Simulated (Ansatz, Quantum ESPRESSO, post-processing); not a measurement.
# Charging Ca(100), 5 layers, part 4 of 6

Wanted: the capacitance of Ca(100), 5 layers by the effective screening medium.

Quantum ESPRESSO 7.5; plane-wave DFT, PBEsol, GBRV ultrasoft pseudopotentials; geometry by Ansatz 0.2.0 with PAW datasets.

So far. Step 6 (SCF with pw.x: charge 0.0234 e): The electrode's potential over the Fermi level goes from 2.797 to 3.817 eV, the far face's from 2.814 to 2.821 eV. Step 7 (Ground state: charge 0.0467 e): The electrode's potential over the Fermi level goes from 3.817 to 4.876 eV, the far face's from 2.821 to 2.822 eV.

### 8. Ground state: charge 0.0934 e

Contents of q5.in:

```
&control
  prefix = 'q5'
  outdir = './out'
  pseudo_dir = './pseudo'
  calculation = 'scf'
  tprnfor = .true.
/
&system
  ibrav = 0
  nat = 5
  ntyp = 1
  ecutwfc = 40
  ecutrho = 200
  occupations = 'smearing'
  smearing = 'mv'
  degauss = 0.02
  assume_isolated = 'esm'
  esm_bc = 'bc3'
  tot_charge = 0.0934
/
&electrons
  conv_thr = 1e-08
  mixing_beta = 0.4
  electron_maxstep = 120
  mixing_mode = 'local-TF'
  startingpot = 'file'
/
ATOMIC_SPECIES
  Ca  40.0780  ca_pbesol_v1.uspp.F.UPF
CELL_PARAMETERS angstrom
  3.94565583900000 0.00000000000000 0.00000000000000
  0.00000000000000 3.94565583900000 0.00000000000000
  0.00000000000000 0.00000000000000 26.16000000000000
ATOMIC_POSITIONS crystal
  Ca  0.000000000000 0.000000000000 -0.151932552594
  Ca  0.500000000000 0.500000000000 -0.045281176394
  Ca  0.000000000000 0.000000000000 0.061370199706
  Ca  0.500000000000 0.500000000000 0.165391754306
  Ca  -0.000000000000 0.000000000000 0.266611451677
K_POINTS automatic
  8 8 1 0 0 0
```

Command:

```console
cp -r out/q4.save out/q5.save
OMP_NUM_THREADS=1 mpirun -n 4 pw.x -nk 4 -in q5.in > q5.out
```

The log of the run:

```text
[banner, memory and clock lines left out]
Program PWSCF v.7.5 starts
[...]
Message from routine setup:
[...]
number of electrons       =        49.91
     number of Kohn-Sham states=           30
     kinetic-energy cutoff     =      40.0000  Ry
     charge density cutoff     =     200.0000  Ry
[...]
number of k points=    15  Marzari-Vanderbilt smearing, width (Ry)=  0.0200
[...]
Dense  grid:   131387 G-vectors     FFT dimensions: (  36,  36, 225)
[...]
The initial density is read from file :
[...]
negative rho (up, down):  1.317E-05 0.000E+00
     Starting wfcs are   50 randomized atomic wfcs
[...]
negative rho (up, down):  3.133E-03 0.000E+00
[...]
estimated scf accuracy    <      12.32055850 Ry
[...]
negative rho (up, down):  2.154E-03 0.000E+00
[...]
estimated scf accuracy    <       1.92281431 Ry
[...]
estimated scf accuracy    <       1.05180559 Ry
[...]
negative rho (up, down):  5.685E-04 0.000E+00
[...]
estimated scf accuracy    <       3.07933169 Ry
[...]
negative rho (up, down):  1.890E-04 0.000E+00
[...]
estimated scf accuracy    <       0.06593531 Ry
[...]
estimated scf accuracy    <       0.04902578 Ry
[...]
estimated scf accuracy    <       0.02454313 Ry
[...]
estimated scf accuracy    <       0.18828363 Ry
[...]
estimated scf accuracy    <       0.26774213 Ry
[...]
negative rho (up, down):  1.202E-08 0.000E+00
[...]
estimated scf accuracy    <       0.23925660 Ry
[...]
negative rho (up, down):  2.503E-08 0.000E+00
[...]
estimated scf accuracy    <       0.90078580 Ry
[...]
estimated scf accuracy    <       0.51150090 Ry
[...]
estimated scf accuracy    <       0.08745728 Ry
[...]
estimated scf accuracy    <       0.01972507 Ry
[...]
negative rho (up, down):  3.625E-07 0.000E+00
[...]
estimated scf accuracy    <       0.01456794 Ry
[...]
estimated scf accuracy    <       0.00604504 Ry
[...]
negative rho (up, down):  3.795E-07 0.000E+00
[...]
estimated scf accuracy    <       0.02445544 Ry
[...]
estimated scf accuracy    <       0.01329399 Ry
[...]
estimated scf accuracy    <       0.02202723 Ry
[...]
estimated scf accuracy    <       0.01233054 Ry
[...]
estimated scf accuracy    <       0.01657317 Ry
[...]
estimated scf accuracy    <       0.00938072 Ry
[...]
estimated scf accuracy    <       0.01044890 Ry
[...]
estimated scf accuracy    <       0.01017704 Ry
[...]
negative rho (up, down):  2.816E-03 0.000E+00
[...]
estimated scf accuracy    <       0.00300589 Ry
[...]
negative rho (up, down):  1.411E-03 0.000E+00
[...]
estimated scf accuracy    <       0.00251336 Ry
[...]
negative rho (up, down):  1.142E-04 0.000E+00
[...]
estimated scf accuracy    <       0.00084593 Ry
[...]
negative rho (up, down):  1.047E-05 0.000E+00
[...]
estimated scf accuracy    <       0.00015237 Ry
[...]
negative rho (up, down):  5.079E-05 0.000E+00
[...]
estimated scf accuracy    <       0.00003007 Ry
[...]
negative rho (up, down):  4.734E-07 0.000E+00
[...]
estimated scf accuracy    <       0.00004154 Ry
[...]
negative rho (up, down):  2.467E-04 0.000E+00
[...]
estimated scf accuracy    <       0.00004431 Ry
[...]
negative rho (up, down):  3.139E-05 0.000E+00
[...]
estimated scf accuracy    <       0.00002852 Ry
[...]
negative rho (up, down):  3.207E-05 0.000E+00
[...]
estimated scf accuracy    <       0.00000547 Ry
[...]
negative rho (up, down):  1.734E-05 0.000E+00
[...]
estimated scf accuracy    <       0.00000607 Ry
[...]
negative rho (up, down):  2.276E-05 0.000E+00
[...]
estimated scf accuracy    <       0.00000776 Ry
[...]
negative rho (up, down):  7.049E-05 0.000E+00
[...]
estimated scf accuracy    <       0.00000638 Ry
[...]
negative rho (up, down):  4.503E-05 0.000E+00
[...]
estimated scf accuracy    <       0.00000451 Ry
[...]
negative rho (up, down):  4.669E-05 0.000E+00
[...]
estimated scf accuracy    <       0.00000255 Ry
[...]
negative rho (up, down):  3.048E-05 0.000E+00
[...]
estimated scf accuracy    <       0.00000311 Ry
[...]
negative rho (up, down):  2.221E-05 0.000E+00
[...]
estimated scf accuracy    <       0.00000099 Ry
[...]
negative rho (up, down):  2.466E-05 0.000E+00
[...]
estimated scf accuracy    <       0.00000006 Ry
[...]
negative rho (up, down):  2.267E-05 0.000E+00
[...]
estimated scf accuracy    <       0.00000004 Ry
[...]
negative rho (up, down):  2.191E-05 0.000E+00
[...]
estimated scf accuracy    <       0.00000001 Ry
[...]
negative rho (up, down):  1.990E-05 0.000E+00
[...]
estimated scf accuracy    <       0.00000004 Ry
[...]
negative rho (up, down):  1.875E-05 0.000E+00
[...]
the Fermi energy is    -7.1052 ev
!    total energy              =    -374.11408342 Ry
     estimated scf accuracy    <          8.9E-10 Ry
     smearing contrib. (-TS)   =      -0.00179989 Ry
     internal energy E=F+TS    =    -374.11228352 Ry
[...]
one-electron contribution =  -20000.07664593 Ry
     hartree contribution      =    9978.97883690 Ry
     xc contribution           =     -58.02331803 Ry
     ewald contribution        =    9705.00884354 Ry
     convergence has been achieved in  45 iterations
     negative rho (up, down):  1.875E-05 0.000E+00
[...]
Total force =     0.008009     Total SCF correction =     0.000085
[...]
```

It took 5.2 min on 4 MPI ranks of Arm Neoverse N1, shared host; peak memory 0.93 GiB.

This step gave:

```
Fermi energy                                                   : -7.105 eV
vacuum line at the lower end of the cell, over the Fermi level : 2.821 eV
slope of the potential above                                   : 1.086 eV/Å
vacuum line at the upper end of the cell, over the Fermi level : 7.105 eV
```

The electrode's potential over the Fermi level goes from 4.876 to 7.105 eV, the far face's from 2.822 to 2.821 eV.

Gauss's law asks for a slope of 180.95 q/A = 1.086 eV/Å in the gap; the run gives 1.086.

Each curve counts from the Fermi level of its own run.

The potential energy (potential at -0.0467 e) oscillates, so the rows of the table below give means over windows of 2.79 Å about each position, cut where the curve ends. Its maxima inside the range that stand out by 2 % of the span (Å: eV): -2.6: 0.892, 0.2: 0.821, 3.0: 0.626, 5.6: 0.490, 9.7: 2.47. Its minima: -4.0: -9.48, -1.2: -9.12, 1.6: -9.11, 4.3: -9.04, 7.0: -9.46.

The runs together. Potential energy against z; means over each step:

| z (Å) | potential at -0.0467 e (eV) | potential at -0.0234 e (eV) | potential at 0 e (eV) | potential at 0.0234 e (eV) | potential at 0.0467 e (eV) | potential at 0.0934 e (eV) |
| --- | --- | --- | --- | --- | --- | --- |
| -11.62 | 2.83 | 2.82 | 2.81 | 2.82 | 2.82 | 2.82 |
| -8.84 | 2.81 | 2.81 | 2.81 | 2.81 | 2.81 | 2.81 |
| -6.05 | 1.65 | 1.65 | 1.64 | 1.65 | 1.65 | 1.65 |
| -3.26 | -3.29 | -3.29 | -3.29 | -3.29 | -3.29 | -3.29 |
| -0.47 | -3.13 | -3.13 | -3.13 | -3.13 | -3.13 | -3.12 |
| 2.32 | -3.26 | -3.26 | -3.26 | -3.26 | -3.26 | -3.26 |
| 5.11 | -3.44 | -3.43 | -3.43 | -3.42 | -3.42 | -3.41 |
| 7.90 | -2.35 | -2.36 | -2.37 | -2.38 | -2.38 | -2.37 |
| 10.69 | 2.11 | 2.39 | 2.73 | 3.12 | 3.55 | 4.50 |

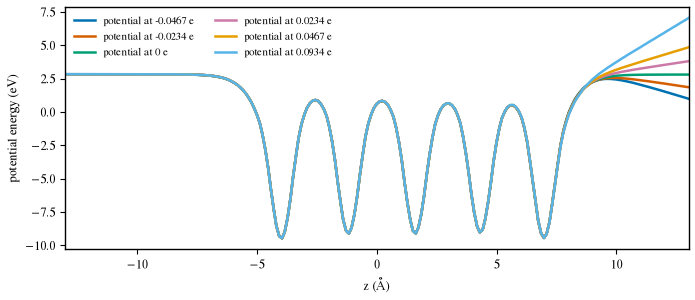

Potential energy against z.

### 9. Potential against charge, and the capacitance

This step gave:

- mean capacitance (straight-line fit): 2.331 μF/cm²
- effective gap ε₀/C: 3.798 Å

The electrode's potential less the Fermi level by charge of the slab:

```
charge of the slab (1e13 e/cm²)  electrode's potential less the Fermi level (eV)
                          -3.00                                            0.950
                          -1.50                                             1.83
                           0.00                                             2.80
                           1.50                                             3.82
                           3.00                                             4.88
                           6.00                                             7.11
```

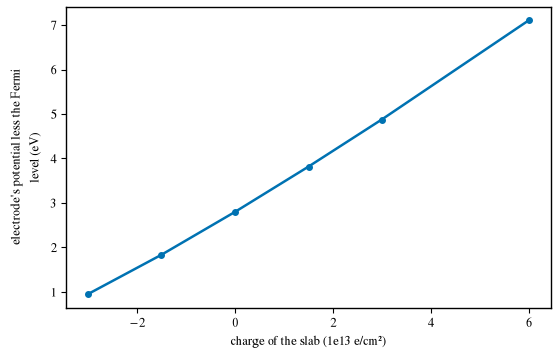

Electrode's potential less the Fermi level, plotted against charge of the slab.

Table of differential capacitance by charge of the slab:

```csv
charge of the slab (1e13 e/cm²),differential capacitance (μF/cm²)
-2.25,2.72
-0.75,2.50
0.75,2.36
2.25,2.26
4.50,2.16
```

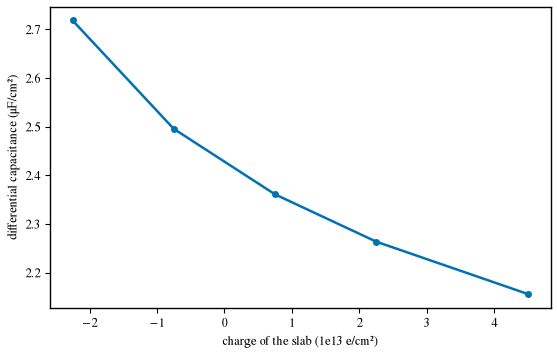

Differential capacitance, plotted against charge of the slab.

### 10. Self-consistent run: constant Fermi level -5.5 eV

GC-SCF turns the question round: the Fermi level is set (gcscf_mu, against the electrode) and the charge is found.

mu0.in is the input of step 8 with these lines changed:

```diff
@@ -1,3 +1,3 @@
 &control
-  prefix = 'q5'
+  prefix = 'mu0'
   outdir = './out'
@@ -18,10 +18,14 @@
   esm_bc = 'bc3'
-  tot_charge = 0.0934
+  lgcscf = .true.
+  gcscf_mu = -5.5
+  gcscf_conv_thr = 0.001
 /
 &electrons
-  conv_thr = 1e-08
-  mixing_beta = 0.4
-  electron_maxstep = 120
-  mixing_mode = 'local-TF'
-  startingpot = 'file'
+  conv_thr = 1e-09
+  mixing_beta = 0.2
+  electron_maxstep = 160
+  mixing_mode = 'TF'
+  diagonalization = 'rmm-davidson'
+  diago_rmm_conv = .false.
+  diago_full_acc = .true.
 /
```

Command:

```console
OMP_NUM_THREADS=1 mpirun -n 4 pw.x -nk 4 -in mu0.in > mu0.out
```

The log of the run:

```text
[banner, memory and clock lines left out]
Program PWSCF v.7.5 starts
[citation notice left out]

[...]
Message from routine iosys:
[...]
Message from routine setup:
[...]
bravais-lattice index     =            0
     lattice parameter (alat)  =       7.4562  a.u.
     unit-cell volume          =    2748.3545 (a.u.)^3
     number of atoms/cell      =            5
     number of atomic types    =            1
     number of electrons       =        50.00
     number of Kohn-Sham states=           30
     kinetic-energy cutoff     =      40.0000  Ry
     charge density cutoff     =     200.0000  Ry
     scf convergence threshold =      1.0E-09
     mixing beta               =       0.2000
     number of iterations used =            8  TF        mixing
     Exchange-correlation= SLA  PW   PSX  PSC
                           (   1   4  10   8   0   0   0)

     Effective Screening Medium Method
     Boundary Conditions: Vacuum-Slab-Metal
     total charge in unit cell        =   0.0000
     grid points for fit at edges     =        4

     >>>>> Grand-Canonical SCF is activated <<<<<
     Initial Total Charge  =     0.000000 e
     Target Fermi Energy   =    -5.500000 eV
     Thr. of Fermi Energy  =     0.001000 eV
     Wave-shift of Kerker  =     0.400000 bohr^-1
     Wave-shift of Hartree =     1.500000 bohr^-1
     Mixing Rate of Fermi  =     0.050000

[...]
PseudoPot. # 1 for Ca read from file:
     ./pseudo/ca_pbesol_v1.uspp.F.UPF
     Pseudo is Ultrasoft + core correction, Zval = 10.0
     Generated by new atomic code, or converted to UPF format
     Using radial grid of  845 points,  6 beta functions with:
                l(1) =   0
                l(2) =   0
                l(3) =   1
                l(4) =   1
                l(5) =   2
                l(6) =   2
     Q(r) pseudized with  8 coefficients,  rinner =    1.500   1.500   1.500
                                                       1.500   1.500

     atomic species   valence    mass     pseudopotential
     Ca               10.00    40.07800     Ca( 1.00)

      8 Sym. Ops. (no inversion) found

[...]
number of k points=    15  Marzari-Vanderbilt smearing, width (Ry)=  0.0200
[...]
Dense  grid:   131387 G-vectors     FFT dimensions: (  36,  36, 225)

     Smooth grid:    93779 G-vectors     FFT dimensions: (  32,  32, 200)

     Initial potential from superposition of free atoms

     starting charge      49.9741, renormalised to      50.0000

     negative rho (up, down):  1.854E-05 0.000E+00
     Starting wfcs are   50 randomized atomic wfcs

     per-process dynamical memory:    99.9 Mb

     Self-consistent Calculation

     iteration #  1     ecut=    40.00 Ry     beta= 0.20
     Davidson diagonalization with overlap
     ethr =  1.00E-05,  avg # of iterations = 67.7

     total energy              =    -374.17173976 Ry
     estimated scf accuracy    <       0.02073813 Ry

     total charge of GC-SCF    =       0.00389283 e
     the Fermi energy          =      -5.03020515 eV
                        (error :       0.46979485 eV)

     iteration #  2     ecut=    40.00 Ry     beta= 0.20
[...]
negative rho (up, down):  3.918E-07 0.000E+00

[...]
total energy              =    -374.16649544 Ry
     estimated scf accuracy    <       0.01426216 Ry

     total charge of GC-SCF    =       0.00657649 e
     the Fermi energy          =      -5.10326622 eV
                        (error :       0.39673378 eV)

     iteration #  3     ecut=    40.00 Ry     beta= 0.20
     RMM-DIIS diagonalization
     c_bands:  2 eigenvalues not converged
[...]
negative rho (up, down):  2.967E-07 0.000E+00

[...]
total energy              =    -374.16074016 Ry
     estimated scf accuracy    <       0.01002677 Ry

     total charge of GC-SCF    =       0.01375655 e
     the Fermi energy          =      -4.72481484 eV
                        (error :       0.77518516 eV)

     iteration #  4     ecut=    40.00 Ry     beta= 0.20
     RMM-DIIS diagonalization
[...]
negative rho (up, down):  1.150E-06 0.000E+00

[...]
total energy              =    -374.14726962 Ry
     estimated scf accuracy    <       0.00838462 Ry

     total charge of GC-SCF    =       0.02728880 e
     the Fermi energy          =      -5.25982330 eV
                        (error :       0.24017670 eV)

     iteration #  5     ecut=    40.00 Ry     beta= 0.20
[...]
negative rho (up, down):  4.255E-07 0.000E+00

[...]
total energy              =    -374.16183710 Ry
     estimated scf accuracy    <       0.00341051 Ry

     total charge of GC-SCF    =       0.03078829 e
     the Fermi energy          =      -5.20901525 eV
                        (error :       0.29098475 eV)

     iteration #  6     ecut=    40.00 Ry     beta= 0.20
     RMM-DIIS diagonalization
[...]
total energy              =    -374.16787403 Ry
     estimated scf accuracy    <       0.00095221 Ry

     total charge of GC-SCF    =       0.03453249 e
     the Fermi energy          =      -5.36693134 eV
                        (error :       0.13306866 eV)

[...]
iteration # 28     ecut=    40.00 Ry     beta= 0.20
     RMM-DIIS diagonalization
[...]
negative rho (up, down):  2.535E-06 0.000E+00

[...]
total energy              =    -374.15394899 Ry
     estimated scf accuracy    <          5.6E-09 Ry

     total charge of GC-SCF    =       0.06002918 e
     the Fermi energy          =      -5.50042683 eV
                        (error :       0.00042683 eV)

     iteration # 29     ecut=    40.00 Ry     beta= 0.20
     RMM-DIIS diagonalization
[...]
negative rho (up, down):  7.850E-06 0.000E+00

[...]
total energy              =    -374.15402909 Ry
     estimated scf accuracy    <          2.4E-09 Ry

     total charge of GC-SCF    =       0.06001229 e
     the Fermi energy          =      -5.49991411 eV
                        (error :       0.00008589 eV)

     iteration # 30     ecut=    40.00 Ry     beta= 0.20
[...]
negative rho (up, down):  6.985E-06 0.000E+00

[...]
total energy              =    -374.15413201 Ry
     estimated scf accuracy    <          1.3E-09 Ry

     total charge of GC-SCF    =       0.05999528 e
     the Fermi energy          =      -5.49978516 eV
                        (error :       0.00021484 eV)

     iteration # 31     ecut=    40.00 Ry     beta= 0.20
     RMM-DIIS diagonalization
[...]
negative rho (up, down):  1.483E-05 0.000E+00

[...]
End of self-consistent calculation

          k = 0.0000 0.0000 0.0000 ( 11803 PWs)   bands (ev):

   -48.0230 -47.9571 -47.3811 -47.3659 -47.2457 -29.1145 -29.0548 -29.0106
   -29.0106 -28.9487 -28.9487 -28.4716 -28.4133 -28.4133 -28.4093 -28.3859
   -28.3859 -28.3075 -28.2748 -28.2748  -9.3412  -8.8953  -8.1520  -7.2127
    -6.3364  -5.0284  -4.9196  -4.7720  -4.6707  -4.3837

          k = 0.0000 0.1250 0.0000 ( 11787 PWs)   bands (ev):

   -48.0224 -47.9566 -47.3803 -47.3655 -47.2451 -29.1136 -29.0539 -29.0202
   -29.0098 -28.9584 -28.9479 -28.4695 -28.4290 -28.4116 -28.4041 -28.3957
   -28.3858 -28.3066 -28.2840 -28.2742  -9.1694  -8.7291  -7.9936  -7.0631
    -6.1950  -4.9786  -4.9217  -4.7881  -4.6316  -4.4170

[...]
the Fermi energy is    -5.4997 ev

!    total energy              =    -374.15400206 Ry
     estimated scf accuracy    <          9.7E-10 Ry

!    total charge of GC-SCF    =       0.06008686 e
     smearing contrib. (-TS)   =      -0.00175425 Ry
     internal energy E=F+TS    =    -374.15224781 Ry

     The total energy is F=E-TS. E is the sum of the following terms:
     one-electron contribution =  -20005.95910859 Ry
     hartree contribution      =    9984.85444715 Ry
     xc contribution           =     -58.03214024 Ry
     ewald contribution        =    9705.00884354 Ry
     pot.stat. contrib. (-muN) =      -0.02428967 Ry

     convergence has been achieved in  31 iterations

     negative rho (up, down):  1.483E-05 0.000E+00

     Forces acting on atoms (cartesian axes, Ry/au):

     atom    1 type  1   force =     0.00000000    0.00000000    0.00721770
     atom    2 type  1   force =     0.00000000    0.00000000   -0.00268706
     atom    3 type  1   force =     0.00000000    0.00000000   -0.00194941
     atom    4 type  1   force =     0.00000000    0.00000000    0.00002222
     atom    5 type  1   force =     0.00000000    0.00000000   -0.00171817

     Total force =     0.008128     Total SCF correction =     0.000334

[...]
```

Wall time 10 min (4 MPI ranks); peak memory 1 GiB; 41 min of CPU time.

This step gave:

| Quantity | Value |
| --- | --- |
| Fermi energy | -5.500 eV |
| charge found by GC-SCF | 0.06009 e |
| vacuum line at the lower end of the cell, over the Fermi level | 2.816 eV |
| slope of the potential above | 0.6991 eV/Å |
| vacuum line at the upper end of the cell, over the Fermi level | 5.500 eV |

The potential energy, planar mean oscillates, so the rows of the table below give means over windows of 2.79 Å about each position, cut where the curve ends. Its maxima inside the range that stand out by 2 % of the span (Å: eV): -2.6: 0.888, 0.2: 0.824, 3.0: 0.637, 5.7: 0.508. Its minima: -4.0: -9.48, -1.2: -9.12, 1.6: -9.12, 4.3: -9.02, 7.0: -9.45.

Electrostatic potential energy of an electron; zero at the Fermi level. Table of potential energy, planar mean by z; means over each step:

```
 z (Å)  potential energy, planar mean (eV)
-11.62                                2.82
 -8.84                                2.81
 -6.05                                1.65
 -3.26                               -3.29
 -0.47                               -3.13
  2.32                               -3.26
  5.11                               -3.42
  7.90                               -2.38
 10.69                                3.81
```

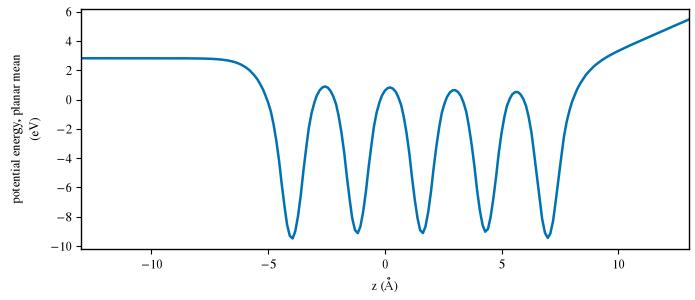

Potential energy, planar mean, plotted against z.

Gauss's law asks for a slope of 180.95 q/A = 0.698 eV/Å in the gap; the run gives 0.699.

[end of part 4 of 6]

[Logs are printed without paths, hosts, clocks, repeated set-up lines and the standing remarks that a program may print on its own settings, such as how far it seeks lower states.]

[Hosts, paths, dates, database ids (printed as entryN), source tags and the programs' standing remarks are cut or masked in the printed files.]

[Maps of the electrostatic potential energy from Ansatz leave out the sawtooth potential of an applied field or a dipole correction, so their vacuum need not be flat; planar profiles and work functions include it.]
